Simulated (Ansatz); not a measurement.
## C₂H₁₁NOSi₂: geometry relaxation (part 2 of 2)

Continued. System: C₂H₁₁NOSi₂. Method: RKS B3LYP-D4/6-31G (Ansatz 0.2.0). It belongs to a series of runs on one base structure; here: end point B relaxed.

Trajectory as extended XYZ, continued:
```
17
Properties=species:S:1:pos:R:3:forces:R:3 step=7 energy=-21545.16305
C     1.5567   -1.0844   -0.6488   -0.0274   0.0217   0.0008
C     1.0341    0.3202   -1.0219    0.0909  -0.0392  -0.0036
Si   -0.8651    0.4412   -0.9555   -0.1792  -0.0070  -0.0665
O    -1.6317   -0.8258   -1.8624    0.1379  -0.2030   0.0784
N    -1.3938    0.3144    0.7387    0.0415   0.0474   0.1040
Si   -0.5180    0.8069    2.2225   -0.0784   0.0611  -0.0602
H     1.1917   -1.8392   -1.3585    0.0161   0.0308   0.0342
H     1.2263   -1.3795    0.3549    0.0263   0.0110  -0.0404
H     2.6528   -1.1205   -0.6646   -0.0347   0.0048  -0.0097
H     1.3540    0.5844   -2.0391   -0.0237  -0.0034   0.0304
H     1.4699    1.0777   -0.3565   -0.0078  -0.0099  -0.0138
H    -1.3900    1.6584   -1.6666    0.0327  -0.0422   0.0441
H    -1.4369   -1.7648   -1.6766   -0.0786   0.2037  -0.0462
H    -2.3658    0.0314    0.8638    0.1935   0.0845   0.0217
H    -0.6923    2.2749    2.5740    0.0293  -0.1681  -0.0443
H    -1.0264   -0.0037    3.3820   -0.0151   0.0015  -0.0081
H     0.9583    0.5591    2.0560   -0.1233   0.0062  -0.0206
17
Properties=species:S:1:pos:R:3:forces:R:3 step=13 energy=-21545.19299
C     1.6278   -1.0098   -0.7148   -0.0315  -0.0080  -0.0094
C     1.0202    0.3788   -1.0027    0.0433   0.0069   0.0039
Si   -0.8874    0.3916   -0.9737   -0.0798  -0.0299  -0.0141
O    -1.5227   -1.0305   -1.7437    0.0310   0.0756   0.0341
N    -1.4599    0.5105    0.7047   -0.0089  -0.0113  -0.0004
Si   -0.5460    0.7132    2.2250    0.0278   0.0310  -0.0196
H     1.2681   -1.7499   -1.4411    0.0134   0.0323   0.0284
H     1.3641   -1.3652    0.2890    0.0153   0.0095  -0.0303
H     2.7218   -0.9845   -0.7810   -0.0083  -0.0030   0.0050
H     1.3321    0.7192   -1.9997   -0.0172  -0.0084   0.0283
H     1.4016    1.1242   -0.2914   -0.0030  -0.0191  -0.0136
H    -1.4779    1.4696   -1.8321    0.0081  -0.0135   0.0042
H    -1.4206   -1.9113   -1.3475    0.0003  -0.0357  -0.0027
H    -2.4714    0.5127    0.8114    0.0488   0.0076  -0.0053
H    -0.3034    2.1583    2.5959   -0.0147  -0.0577  -0.0047
H    -1.3192    0.0696    3.3445    0.0121   0.0233  -0.0183
H     0.7963    0.0541    2.0986   -0.0366   0.0005   0.0143
17
Properties=species:S:1:pos:R:3:forces:R:3 step=19 energy=-21545.20681
C     1.6585   -0.9373   -0.7492    0.0101  -0.0019  -0.0002
C     0.9884    0.4320   -0.9792   -0.0152   0.0095   0.0004
Si   -0.9217    0.3558   -0.9694    0.0089  -0.0037  -0.0054
O    -1.4730   -1.1177   -1.6994    0.0044  -0.0004   0.0027
N    -1.4902    0.5298    0.7022    0.0157   0.0122   0.0071
Si   -0.5464    0.6489    2.2117    0.0848  -0.0259   0.1030
H     1.3354   -1.6604   -1.5068   -0.0006   0.0005  -0.0006
H     1.4123   -1.3476    0.2370   -0.0011  -0.0018   0.0031
H     2.7501   -0.8588   -0.8095   -0.0032   0.0006   0.0017
H     1.2936    0.8336   -1.9541    0.0016  -0.0001  -0.0020
H     1.3259    1.1609   -0.2300    0.0007   0.0007   0.0005
H    -1.5655    1.3733   -1.8592   -0.0004   0.0001   0.0028
H    -1.3191   -1.9875   -1.2952   -0.0027   0.0012  -0.0031
H    -2.4954    0.6011    0.8199   -0.0198  -0.0067   0.0071
H     0.1539    1.9805    2.3807   -0.0501  -0.1031  -0.0220
H    -1.5018    0.4643    3.3647    0.0655   0.0244  -0.0916
H     0.5188   -0.4204    2.2769   -0.0984   0.0943  -0.0035
17
Properties=species:S:1:pos:R:3:forces:R:3 step=25 energy=-21545.22014
C     1.6813   -0.8184   -0.6748   -0.0237  -0.0202   0.0043
C     0.9518    0.4939   -1.0331    0.0070   0.0201  -0.0043
Si   -0.9526    0.3539   -0.9855    0.0166   0.0000   0.0148
O    -1.4717   -1.1229   -1.7331    0.0110  -0.0110   0.0008
N    -1.4881    0.4878    0.7010    0.0382   0.0049   0.0323
Si   -0.5239    0.5089    2.2048   -0.0054   0.0058   0.0070
H     1.3812   -1.6289   -1.3523    0.0177   0.0464   0.0400
H     1.4649   -1.1422    0.3521    0.0077   0.0185  -0.0517
H     2.7682   -0.7021   -0.7590   -0.0126  -0.0032   0.0007
H     1.2293    0.8057   -2.0497   -0.0067  -0.0204   0.0426
H     1.2645    1.3077   -0.3633   -0.0137  -0.0382  -0.0338
H    -1.6486    1.3690   -1.8368   -0.0021   0.0018   0.0028
H    -1.2830   -1.9963   -1.3518   -0.0066   0.0079  -0.0056
H    -2.4908    0.5596    0.8406   -0.0002   0.0002  -0.0031
H     0.5824    1.5311    2.1354   -0.0481  -0.0596   0.0040
H    -1.4628    0.8640    3.3268    0.0520  -0.0189  -0.0421
H     0.1215   -0.8204    2.5199   -0.0309   0.0658  -0.0087
17
Properties=species:S:1:pos:R:3:forces:R:3 step=31 energy=-21545.22379
C     1.6949   -0.7593   -0.6336   -0.0005   0.0001  -0.0006
C     0.9383    0.5131   -1.0653    0.0014   0.0014  -0.0008
Si   -0.9611    0.3529   -0.9934    0.0012  -0.0008   0.0023
O    -1.4681   -1.1305   -1.7361   -0.0030  -0.0049  -0.0027
N    -1.4848    0.4945    0.6958    0.0000   0.0019   0.0015
Si   -0.5239    0.4402    2.1981    0.0006  -0.0004   0.0001
H     1.4011   -1.6167   -1.2505   -0.0008  -0.0008  -0.0012
H     1.5008   -1.0197    0.4137   -0.0006  -0.0005   0.0025
H     2.7781   -0.6309   -0.7417    0.0004   0.0015  -0.0006
H     1.2017    0.7628   -2.1013    0.0001   0.0006  -0.0009
H     1.2419    1.3710   -0.4517    0.0011   0.0005   0.0010
H    -1.6786    1.3615   -1.8343    0.0014   0.0001   0.0005
H    -1.2871   -2.0027   -1.3495    0.0006   0.0015   0.0001
H    -2.4840    0.6060    0.8349   -0.0005  -0.0004   0.0004
H     0.7016    1.3011    2.0798   -0.0005  -0.0003  -0.0008
H    -1.3928    0.9518    3.3109   -0.0002   0.0002  -0.0004
H    -0.0541   -0.9444    2.5654   -0.0008   0.0004  -0.0004
```

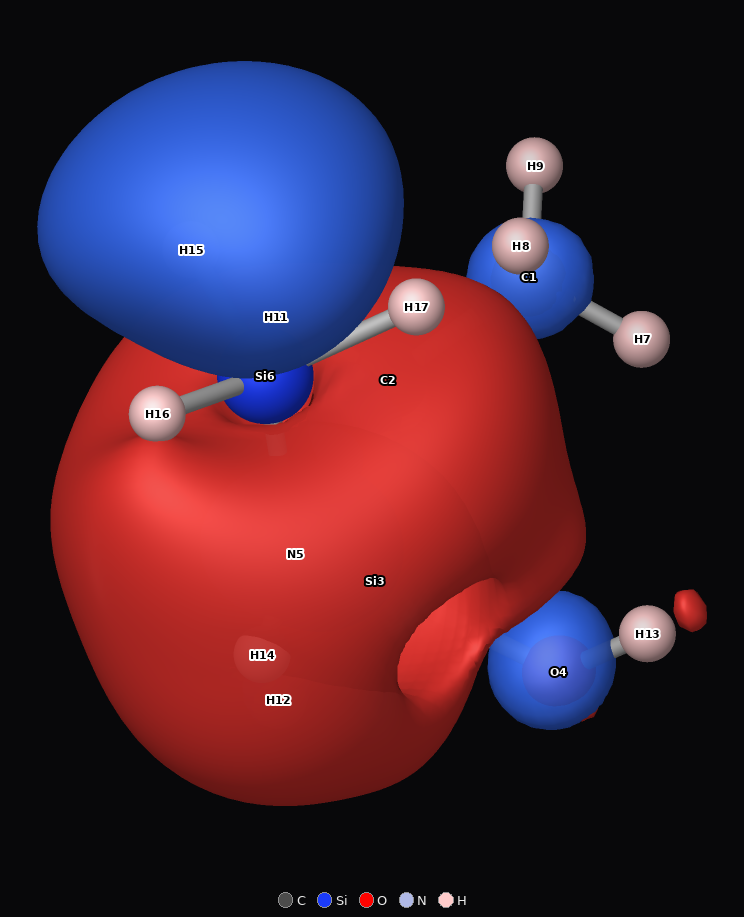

Fig. 1: One frontier orbital at ±0.08 Å⁻³ᐟ² (blue and red are the two phases), seen at an oblique angle. The LUMO, at 0.37 eV. Its weight (Hirshfeld) is mainly on Si6 (40 %), N5 (15 %), Si3 (10 %) and H14 (10 %).

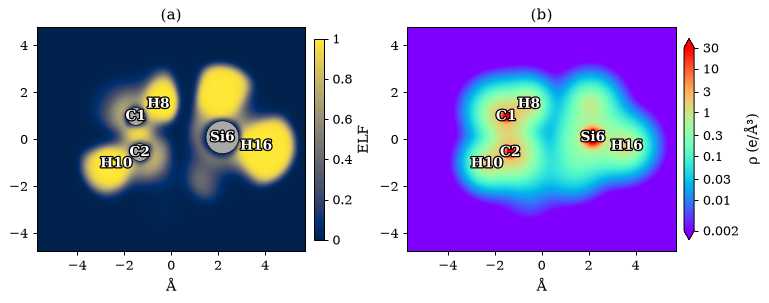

Fig. 2: (a) electron localisation function; (b) total electron density on the plane of atoms C1, C2 and H10. Grey discs, where drawn, cover atomic cores. The section cuts through C, Si and H sites.

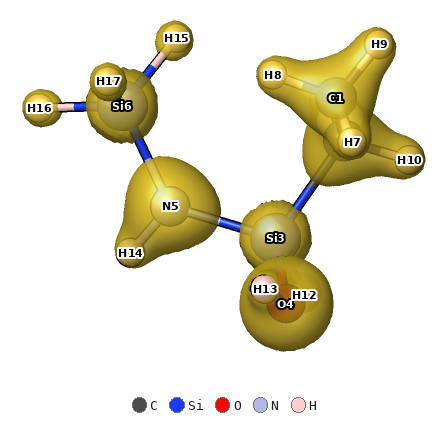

Fig. 3: Isosurface of the electron density at 1 e/Å³ (yellow), seen at a tilt. At this value the surface falls into nine separate pieces. It is pinched off along the Si–O (1.73 Å), Si–N (1.77 Å) and C–Si (1.91 Å) contacts. On the grid the lowest density along these lines, outside the cores, is 1.5 e/Å³ (C–C, 1.54 Å), 0.66 e/Å³ (Si–O, 1.73 Å), 0.7 e/Å³ (Si–N, 1.77 Å) and 0.68 e/Å³ (C–Si, 1.91 Å).

The run was set up as follows.

Input file:
```yaml
crystal:
  periodic: [false, false, false]
  atoms:
    - { symbol: C, position_ang: [1.6863, -1.2597, -0.8387] }
    - { symbol: C, position_ang: [1.0866, 0.1975, -0.991] }
    - { symbol: Si, position_ang: [-0.7646, 0.4142, -0.6658] }
    - { symbol: O, position_ang: [-1.5888, -0.5053, -1.6612] }
    - { symbol: "N", position_ang: [-1.225, -0.1673, 0.8376] }
    - { symbol: Si, position_ang: [-0.7308, 0.8928, 2.0976] }
    - { symbol: H, position_ang: [1.1597, -1.9063, -1.5277] }
    - { symbol: H, position_ang: [1.5546, -1.5767, 0.1633] }
    - { symbol: H, position_ang: [2.7107, -1.2127, -1.0457] }
    - { symbol: H, position_ang: [1.2909, 0.5467, -1.9883] }
    - { symbol: H, position_ang: [1.6526, 0.8631, -0.3096] }
    - { symbol: H, position_ang: [-1.1365, 1.8254, -0.7975] }
    - { symbol: H, position_ang: [-1.6274, -1.4451, -1.5325] }
    - { symbol: H, position_ang: [-2.2674, -0.1726, 0.8773] }
    - { symbol: H, position_ang: [-1.28931, 2.23775, 1.84427] }
    - { symbol: H, position_ang: [-1.12415, 0.34882, 3.42889] }
    - { symbol: H, position_ang: [0.73628, 0.96996, 2.05031] }
basis:
  gaussian: { orbitals: "6-31G" }
hamiltonian:
  xc: b3lyp
  dispersion: d4
relax:
  f_tol: 0.015
  max_steps: 40
output:
  orbitals: {}
```

Launch command:
```bash
ansatz run input.yaml --threads 1 --pin off --max-ram 2048MiB --backend cpu --events-out ev --progress --plain --runs-dir out
```

Summary:

| quantity | value |
| --- | --- |
| outcome | converged |
| total energy | −21545.2241 eV |
| mean-field energy | −21544.5511 eV |
| largest force (length of the vector) at the end | 0.006 eV/Å |
| hardware | 1 thread of Arm Neoverse V2, 24 GiB of memory available, shared host |
| wall time | 4 min |
| peak memory | 0.22 GiB |
